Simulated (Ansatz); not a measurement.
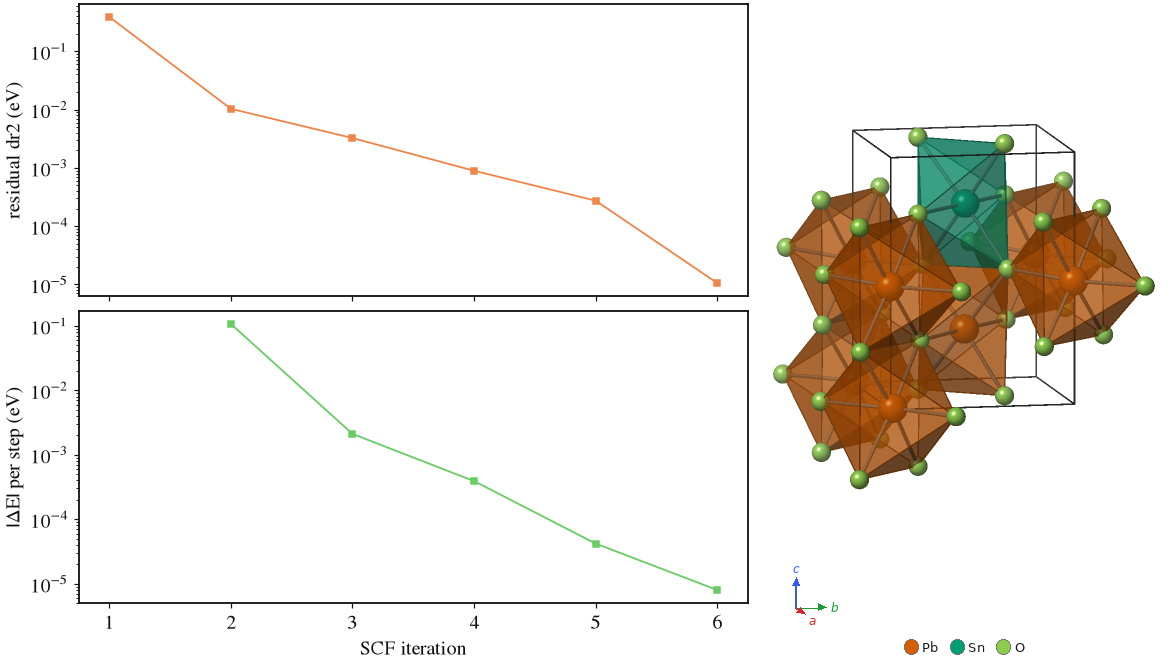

Beside the plot: the structure.

The plot shows the SCF iterations of a calculation: density residual dr2, step-to-step change of the Harris–Foulkes energy. The starting density is a sum of atomic densities corrected by a trained network.

Pb₃SnO₈ (12 atoms in the cell), run with Ansatz.

```
crystal:
  lattice:
    - [4.926491, 0.000000, 0.000000]
    - [0.000000, 4.926491, 0.000000]
    - [0.000000, 0.000000, 6.697031]
  atoms:
    - { symbol: Pb, position: [0.999828, 0.010350, 0.006325] }
    - { symbol: Pb, position: [0.002902, 0.993420, 0.489275] }
    - { symbol: Pb, position: [0.497426, 0.504517, 0.254905] }
    - { symbol: Sn, position: [0.505896, 0.507009, 0.753681] }
    - { symbol: O, position: [0.300801, 0.292742, 0.998851] }
    - { symbol: O, position: [0.316482, 0.319118, 0.495525] }
    - { symbol: O, position: [0.687975, 0.683979, 0.006752] }
    - { symbol: O, position: [0.698313, 0.700727, 0.510291] }
    - { symbol: O, position: [0.187691, 0.796195, 0.253429] }
    - { symbol: O, position: [0.193797, 0.788628, 0.748502] }
    - { symbol: O, position: [0.804297, 0.198772, 0.249718] }
    - { symbol: O, position: [0.801565, 0.188932, 0.750200] }
kpoints:
  mp_grid: { grid: [2, 2, 2], shift: [0.5, 0.5, 0.5] }
hamiltonian:
  xc: pbesol
scf:
  occupations: { method: fermi_dirac, width: 0.01 }
  max_iter: 6
output:
  forces: true
  eigenvalues: true
  stress: true
```

Run as:
```bash
ansatz run in.yaml --threads 8 --pin off --max-ram 118750MiB --runs-dir r --events-out ev --progress --plain --backend cuda --devices 0,
```

How did this run end?

Answer. The run gave up at step 6 without converging. The residual is still falling at the last step (down to 1.1 × 10⁻⁵).

What is the residual at the start and at the end?

Answer. It starts near 0.4 and ends near 10⁻⁵ eV.
